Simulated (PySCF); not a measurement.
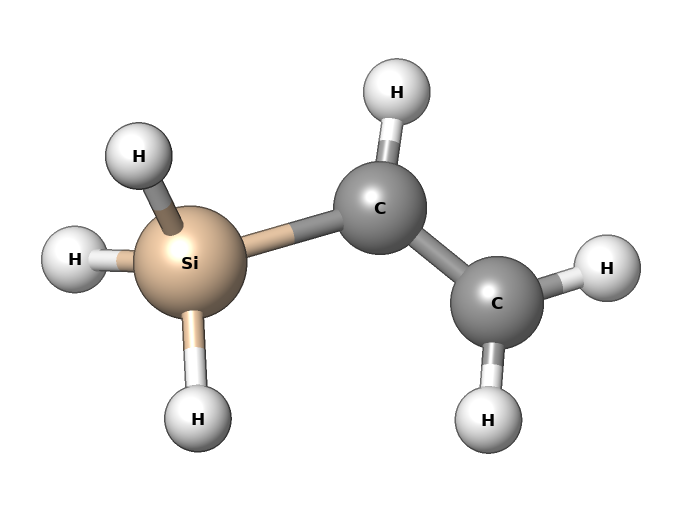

The picture shows a molecular structure as a ball-and-stick model.

The geometry was computed by an optimisation with PBE0-D3(BJ)/def2-SVP. No frequency run is at hand to confirm it as a minimum.

**Give the formula.**

C₂H₆Si, 9 atoms: 2 carbon, 6 hydrogen and 1 silicon.

**Give a SMILES string for it.**

C=C[SiH3]

**Name functional groups in it.**

Among them: alkene, Si–H bond.

**Count the bonded pairs by element.**

3 C–H, 3 Si–H, 1 C–C, 1 C–Si.

**Does it have rings?**

It has no ring.

More results for the same structure follow; atom numbers are the same in all pictures, views and colours differ.

**NMR shielding**

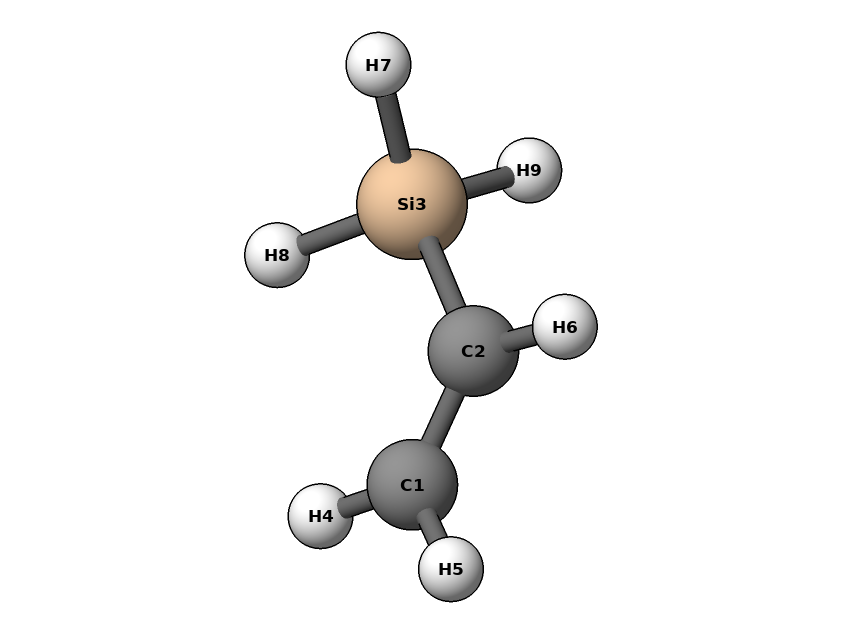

The questions are on isotropic NMR shieldings of the C atoms. No frequency run is at hand to confirm it as a minimum. Method: GIAO PBE0/pcSseg-1 NMR shielding, non-relativistic, gas phase (PySCF 2.14.0).

List the isotropic NMR shieldings of the C atoms.

```json
{"atom": "C1", "σ (ppm)": "37.4"}
{"atom": "C2", "σ (ppm)": "46.9"}
```

**Electronic properties**

No frequency run is at hand to confirm it as a minimum. Level of theory: WP04/pcSseg-2, gas phase (PySCF 2.14.0).

Computed properties:

- dipole moment: 0.65 D
- HOMO energy (Kohn–Sham orbital): −8.96 eV
- LUMO energy (Kohn–Sham orbital): −2.52 eV
- HOMO–LUMO gap: 6.44 eV

**Excitation**

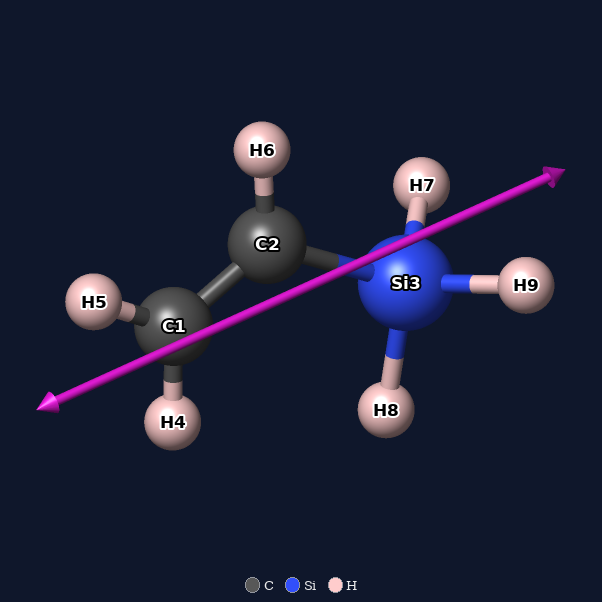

The double arrow shows the direction of the transition dipole to excited singlet state 2 (its length means nothing). No frequency run is at hand to confirm it as a minimum. Method: TDDFT ωB97X-D/def2-SVPD, vertical, gas phase, core orbitals frozen in the response (PySCF 2.14.0).

**Give its energy, strength and character.**

7.23 eV (171 nm), oscillator strength 0.44, mainly HOMO → LUMO (weight 0.96); transition dipole 4.00 D.
